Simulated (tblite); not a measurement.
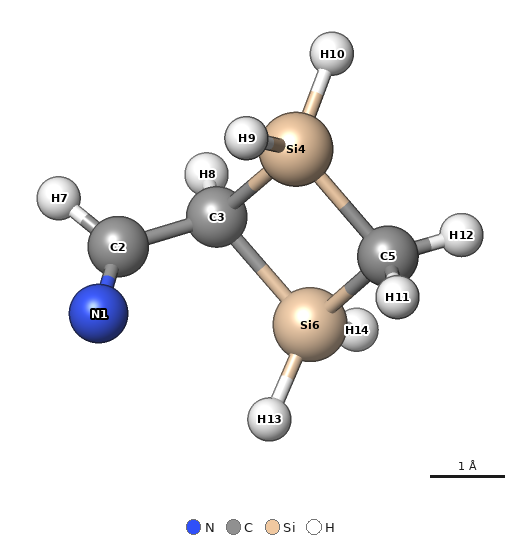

The input geometry (ball-and-stick view, seen at a tilt; atoms are numbered from 1 in the order of the input). Bond lengths as drawn: C–C 1.49 Å, C–H 1.09 to 1.10 Å, C–N 1.22 Å, C–Si 1.91 to 1.94 Å and H–Si 1.46 to 1.47 Å.

Run report: C₃H₈NSi₂, frequency calculation

C₃H₈NSi₂, multiplicity 2, SMILES [N]=CC1[SiH2]C[SiH2]1, computed with GFN2-xTB harmonic vibrations, gas phase (tblite 0.8.0).

It belongs to a series of runs on one base structure; here: H added to sp C.

Input
```
{"job": {"kind": "ir", "xc": "GFN2-xTB", "basis": "xTB"}, "charge": 0, "multiplicity": 2}
N     -1.484920    -1.488506     1.519916
C     -1.555567    -1.269669     0.319232
C     -0.562398    -0.591795    -0.560823
Si    -0.534144     1.327292    -0.276325
C      1.276689     1.126571     0.309458
Si     1.263564    -0.775479     0.042377
H     -2.459053    -1.570439    -0.237065
H     -0.745914    -0.873760    -1.597513
H     -1.484033     1.784758     0.732267
H     -0.709166     2.062508    -1.532145
H      1.438531     1.423667     1.341815
H      2.007430     1.664509    -0.288168
H      1.402123    -1.588950     1.240843
H      2.146179    -1.231179    -1.036036
```

The first line tells a small driver script what to run in tblite; the rest is the geometry in Å.

Launched with:
```bash
OMP_NUM_THREADS=1 python <driver script> task.json out
```

What the program printed
```
mode    cm-1     km/mol
  1      35.2      2.59
  2      59.0     16.51
  3     160.1      8.95
  4     203.4      1.56
  5     339.3      3.97
  6     416.8     29.32
  7     432.4     39.41
  8     462.7      3.58
  9     485.1      1.36
 10     528.6     15.46
 11     570.2     11.29
 12     606.9     41.33
 13     659.1     94.72
 14     666.9     90.34
 15     698.1    116.07
 16     708.7    106.24
 17     747.1    284.77
 18     761.1    337.13
 19     785.5    188.38
 20     804.4      6.06
 21     930.4      0.98
 22     987.8     57.93
 23    1027.7     28.96
 24    1076.8     61.11
 25    1128.6      1.66
 26    1197.1     58.74
 27    1450.2      1.42
 28    1784.5     44.74
 29    2234.5    185.18
 30    2241.2    532.12
 31    2301.7    295.74
 32    2337.5    264.67
 33    2731.9     27.23
 34    2962.1     42.27
 35    3013.4     30.88
 36    3021.1      9.75
```

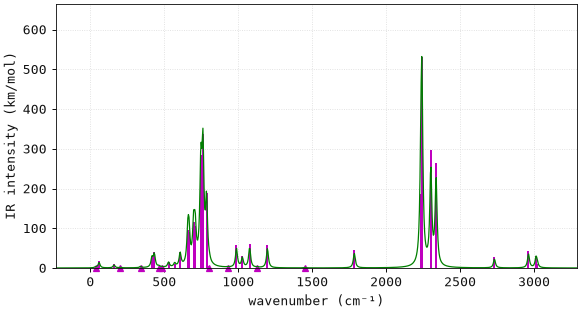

Harmonic infrared spectrum, unscaled: sticks (degenerate modes added up, dark ones marked on the axis) with a Lorentzian envelope of 16 cm⁻¹ full width, scaled to the tallest stick. 36 modes from 35 to 3021 cm⁻¹, none imaginary. The strongest line is at 2241 cm⁻¹ (532 km/mol).

Results in brief

- outcome: converged
- total energy: −455.5547 eV
- zero-point energy: 57.9800 kcal/mol
- hardware: 1 CPU thread, shared host
- wall time: 0.52 s
- peak memory: 0.18 GiB
